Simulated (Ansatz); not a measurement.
# Profile along the N–Ti line in TiN (rock salt)

TiN (rock salt)

```xyz
2
Lattice="0.0000 2.1020 2.1020 2.1020 0.0000 2.1020 2.1020 2.1020 0.0000" Properties=species:S:1:pos:R:3 pbc="T T T"
N      0.0000     0.0000     0.0000
Ti     2.1020     2.1020     2.1020
```

Fields along a shortest N–Ti line of a {100} plane (2.10 Å), from N to Ti, interpolated on the slice's grid (step about 0.1 Å). These are PBEsol (plane waves to 420 eV, PAW, scalar-relativistic; Ansatz, a first-principles code) values and carry that method's errors. k mesh 19×19×19. These are valence fields of a PAW run, semicore shells included where kept as valence: close to a nucleus they are smooth pseudo fields. TiN is run without spin polarisation. TiN was relaxed with its symmetry unable to fall.

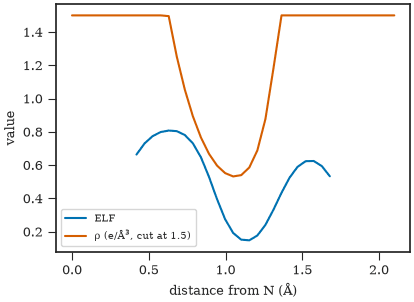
Figure: ELF (away from the nuclei) and valence density from N to Ti.

Density on the N–Ti line (2.10 Å) at its midpoint: 0.53 e/Å³. ELF at that point: 0.19.
